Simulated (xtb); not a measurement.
Run report: AlHSCl, energy and gradient calculation

System: AlHSCl, multiplicity 2, SMILES [SH][Al][Cl].
Method: GFN-FF (xtb 6.7.1).

The geometry comes from this level: PBE0-D4/def2-TZVP.

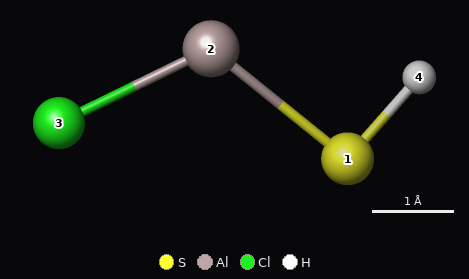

*The structure (ball-and-stick view, seen on its broad side; atoms are numbered from 1 in the order of the input). Sticks mark near contacts.*

The input (input.xyz):
```
4

S      0.43980     0.98490    -0.74470
Al    -0.39410    -0.52590     0.60910
Cl     0.22620    -2.50740     0.25100
H     -0.21640     1.98810    -0.13560
```

Run on 1 thread of Intel Xeon @ 2.50GHz (Skylake/Cascade Lake), 16 GiB of memory available, shared host.

Launch command:
```bash
xtb input.xyz --grad -u 1 --gfnff | tee input.out
```

Log:
```
* xtb version 6.7.1
   ID    Z sym.   atoms
    1   16 S      1
    2   13 Al     2
    3   17 Cl     3
    4    1 H      4

           -------------------------------------------------
          |                Calculation Setup                |
           -------------------------------------------------

          program call               : xtb input.xyz --grad -u 1 --gfnff
          coordinate file            : input.xyz
          omp threads                :                     1

          ==================== Thresholds ====================
          CN  :   150.00000
          rep :   500.00000
          disp:  2500.00000
          HB1 :   250.00000
          HB2 :   450.00000

          Pauling EN used:
          Z : 1  EN :  2.20
          Z :13  EN :  1.61
          Z :16  EN :  2.58
          Z :17  EN :  3.16
          electric field strengths (au): 0.000

           -------------------------------------------------
          |           Force Field Initialization            |
           -------------------------------------------------

          distances ...
          ----------------------------------------
          generating topology and atomic info file ...
          pair mat ...
          computing topology distances matrix with Floyd-Warshall algo ...
          making topology EEQ charges ...
          #fragments for EEQ constrain: 1
          ----------------------------------------
          generating topology and atomic info file ...
          pair mat ...
          computing topology distances matrix with Floyd-Warshall algo ...
          making topology EEQ charges ...
          #fragments for EEQ constrain: 1
          rings ...
          # BATM   2
          # H in HB   1

  atom   neighbors  erfCN metchar sp-hybrid imet pi  qest     coordinates
    1  S       2    1.92   0.00         3    0    0  -0.115    0.831102    1.861191   -1.407279
    2  Al      2    1.92   0.02         1    1    0   0.168   -0.744741   -0.993807    1.151032
    3  Cl      1    0.98   0.00         0    0    0  -0.137    0.427456   -4.738299    0.474321
    4  H       1    0.98   0.00         0    0    0   0.084   -0.408937    3.756965   -0.256247

          #atoms :   4
          #bonds :   3
          #angl  :   2
          #tors  :   1
          #nmol  :   1
          #optfrag :   1
           -------------------------------------------------
          |                   G F N - F F                   |
          |          A general generic force-field          |
          |                  Version 1.0.3                  |
           -------------------------------------------------
          Number of HB bonds (bound hydrogen)     0
          Number of HB bonds (unbound hydrogen)   6
          Number of XB bonds                      0

 E+G (total)                   0 d,  0 h,  0 min,  0.000 sec
 distance/D3 list               ...        0 min,  0.000 sec (  1.175%)
 non bonded repulsion           ...        0 min,  0.000 sec ( 17.588%)
 dCN                            ...        0 min,  0.000 sec (  3.292%)
 EEQ energy and q               ...        0 min,  0.000 sec ( 14.858%)
 D3                             ...        0 min,  0.000 sec (  9.600%)
 EEQ gradient                   ...        0 min,  0.000 sec (  3.349%)
 bonds                          ...        0 min,  0.000 sec (  6.196%)
 bend and torsion               ...        0 min,  0.000 sec ( 10.473%)
 bonded ATM                     ...        0 min,  0.000 sec (  3.380%)
 HB/XB (incl list setup)        ...        0 min,  0.000 sec ( 19.783%)

         :::::::::::::::::::::::::::::::::::::::::::::::::::::
         ::                     SUMMARY                     ::
         :::::::::::::::::::::::::::::::::::::::::::::::::::::
         :: total energy              -0.274417890412 Eh    ::
         :: gradient norm              0.021818189612 Eh/a0 ::
         ::.................................................::
         :: bond energy               -0.279093020402 Eh    ::
         :: angle energy               0.002271270172 Eh    ::
         :: torsion energy             0.000000000014 Eh    ::
         :: repulsion energy           0.016818749238 Eh    ::
         :: electrostat energy        -0.012540428667 Eh    ::
         :: dispersion energy         -0.001878712519 Eh    ::
         :: HB energy                 -0.000000000027 Eh    ::
         :: XB energy                  0.000000000000 Eh    ::
         :: bonded atm energy          0.000004251780 Eh    ::
         :: external energy            0.000000000000 Eh    ::
         :: add. restraining           0.000000000000 Eh    ::
         :: total charge               0.000000000000 e     ::
         :::::::::::::::::::::::::::::::::::::::::::::::::::::

           -------------------------------------------------
          |                Property Printout                |
           -------------------------------------------------

molecular dipole:
                 x           y           z       tot (Debye)
 q only:       -0.372       0.591       0.340       1.975

           -------------------------------------------------
          | TOTAL ENERGY               -0.274417890412 Eh   |
          | GRADIENT NORM               0.021818189612 Eh/α |
           -------------------------------------------------
########################################################################
[WARNING] Runtime exception occurred
-1- gfnff_setup: Could not read topology file.
########################################################################

------------------------------------------------------------------------
------------------------------------------------------------------------
 total:
 *  cpu-time:     0 d,  0 h,  0 min,  0.002 sec
 * ratio c/w:     0.959 speedup
 SCF:
 *  cpu-time:     0 d,  0 h,  0 min,  0.000 sec
 * ratio c/w:     0.997 speedup
```

Summary:

```tsv
quantity	value
outcome	converged
total energy	−0.274418 hartree
dispersion energy	−0.001879 hartree
largest force	0.842 eV/Å
dipole moment	1.97 D
peak memory	0.07 GiB
```
